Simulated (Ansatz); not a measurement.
```
atom    x (Å)    y (Å)    z (Å)
   H  -0.9289  -0.6483   0.2690
   C   0.5872   0.2296  -0.8989
   N   1.1515   0.9482   0.1322
   S  -1.6968  -0.9752   1.3536
   H   0.0122   0.7888  -1.6251
   H   1.1257  -0.6475  -1.2331
   H   1.6042   0.4141   0.8570
   H   0.6047   1.7099   0.5012
   H  -2.4598  -1.8196   0.6441
```

The product side of a reaction path; geometry: PBE0-D4/def2-TZVP.

Method: UKS PBE0-D4/def2-TZVPP (Ansatz 0.2.0).

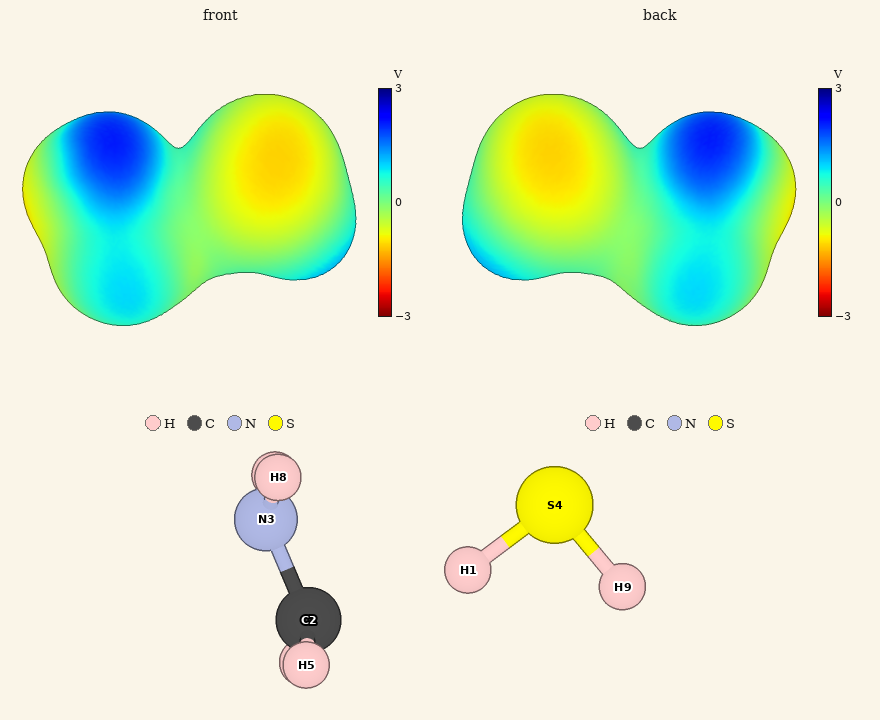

H2S···CH4N (doublet). The molecular electrostatic potential painted on the density surface at 0.002 e/bohr³, seen from the front and from behind; the colour scale runs from red (negative) to blue (positive). The bare structure is drawn below in the same view.

Which sites attract a positive test charge, and which a negative one?

A positive charge is drawn to the negative regions and a negative charge to the positive ones. The most negative region (about −1.1 V) lies over S4, the most positive (about +2.1 V) over H7 and H8.
